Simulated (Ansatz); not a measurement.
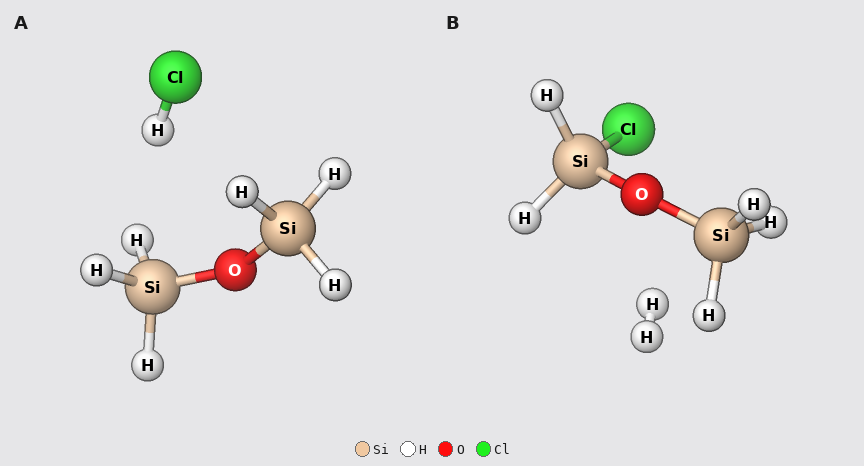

2 stationary structures of one formula. Geometries: PBE0-D4/def2-TZVP. Electronic energies: CCSD(T)/CBS (MP2 limit from def2-TZVPP and def2-QZVPP plus CCSD(T) − MP2) (Ansatz 0.2.0), without zero-point energy. No frequency run is at hand to confirm each as a minimum. Each is one conformer, not always the lowest.

Rank them by energy, lowest first.

B is lowest; A lies 0.904 eV above it (a minimum).

Give E(B) − E(A) in eV at these levels too: CCSD(T)/CBS (MP2 limit from def2-TZVPP and def2-QZVPP plus CCSD(T) − MP2); RHF/STO-3G; RHF-MP2 (frozen core)/def2-QZVPP; PBE-D4/def2-SVP; r2SCAN-D4/def2-TZVPP; B2PLYP (frozen core)/def2-TZVPP; B3LYP-D4/6-31G; BHLYP-D4/def2-TZVPP.

```tsv
level	E(B) − E(A) (eV)
CCSD(T)/CBS (MP2 limit from def2-TZVPP and def2-QZVPP plus CCSD(T) − MP2)	−0.904
RHF/STO-3G	−1.494
RHF-MP2 (frozen core)/def2-QZVPP	−0.971
PBE-D4/def2-SVP	−0.775
r2SCAN-D4/def2-TZVPP	−0.931
B2PLYP (frozen core)/def2-TZVPP	−0.873
B3LYP-D4/6-31G	−0.695
BHLYP-D4/def2-TZVPP	−0.867
```
